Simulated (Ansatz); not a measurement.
# Cl2H2O2Sn: what the fields show

```xyz
7

Sn   -0.6000   -0.3438   -0.4845
O     0.8536    0.8322    0.6147
O     1.0457   -0.5528   -1.3379
H     1.3813    0.3081   -0.2014
Cl   -2.3351    1.0074   -1.1219
Cl   -1.5034   -1.8058    1.0451
H     1.1579    0.5548    1.4859
```

A transition-state structure; geometry: PBE0-D4/def2-TZVP; core potentials replace the inner electrons of Sn.

Method: Ansatz, RKS PBE0-D4/def2-TZVPP.

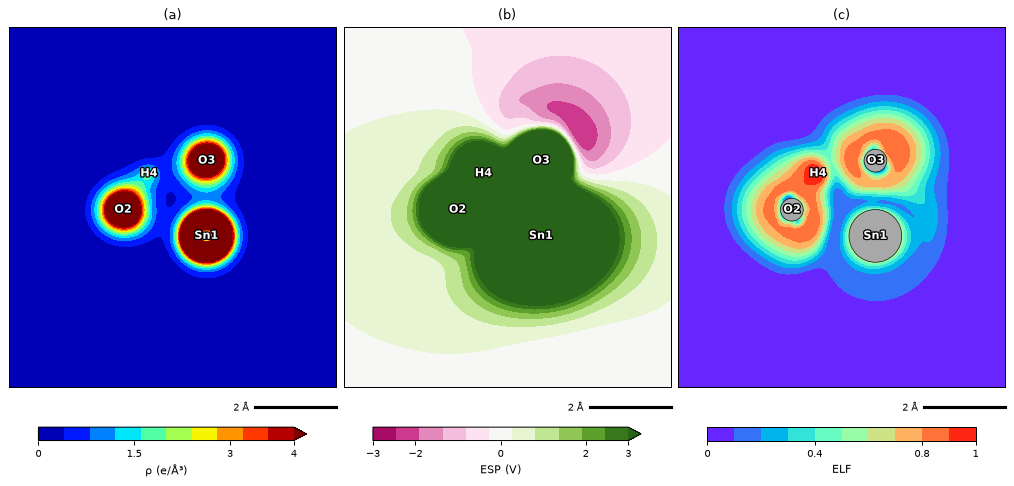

Figure 1. (a) electron density; (b) electrostatic potential; (c) electron localisation function on the plane of atoms Sn1, O2 and H4. Grey discs cover the atomic cores in the ELF map.

### What do the fields say about this system?

The section cuts through Sn, O and H sites. Sn–O (1.87 Å): ρ is about 1.1 e/Å³ halfway; the ELF peaks at about 0.75 in the valence shell of O, 0.6 Å from its nucleus, and drops to about 0.20 between the two atoms. The ELF also peaks beside O3, away from the bonds: lone-pair regions. Outside the dense part of the molecule the potential is most negative (−2.4 V) near O3.

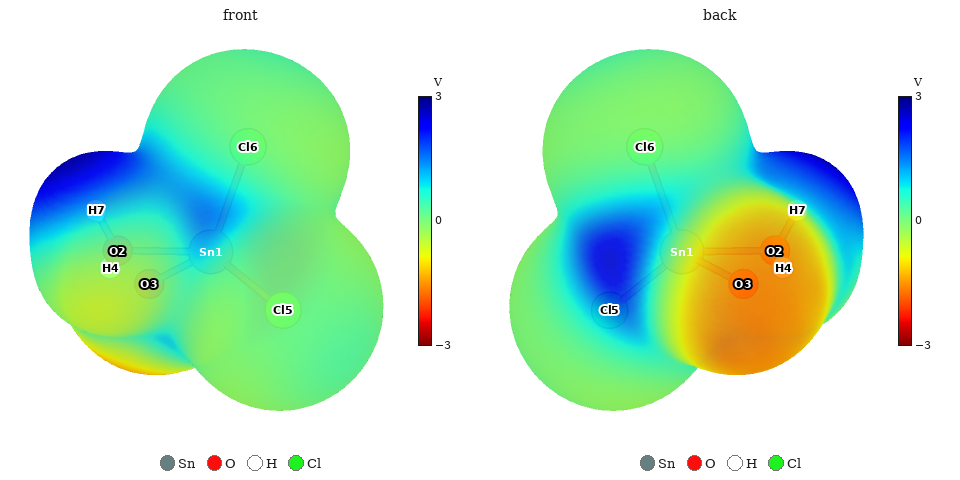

Figure 2. The electrostatic potential painted on the density surface at 0.001 e/bohr³, seen from the front and from behind; red is negative and blue positive.

### Which sites attract a positive test charge, and which a negative one?

A positive charge is drawn to the negative regions and a negative charge to the positive ones. The most negative region (about −1.7 V) lies over O3, the most positive (about +2.7 V) over H7. O3 is the likeliest acceptor of a hydrogen bond.

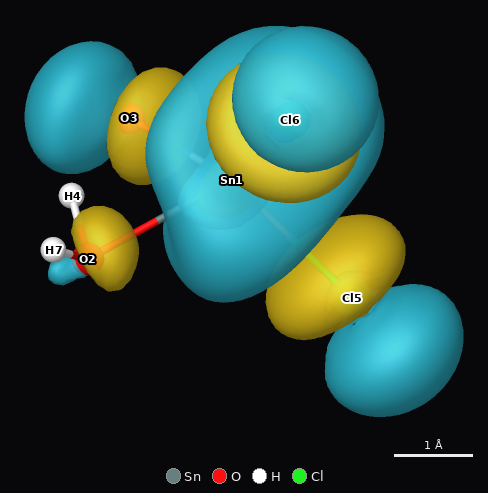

Figure 3. The LUMO at ±0.08 Å⁻³ᐟ² (yellow and cyan are the two phases), seen from one side.

### Describe this orbital and give its energy.

It lies mainly on Sn1 (about 40 %), Cl5 (about 20 %), Cl6 (about 20 %) and O3 (about 15 %). Its energy is −2.93 eV.
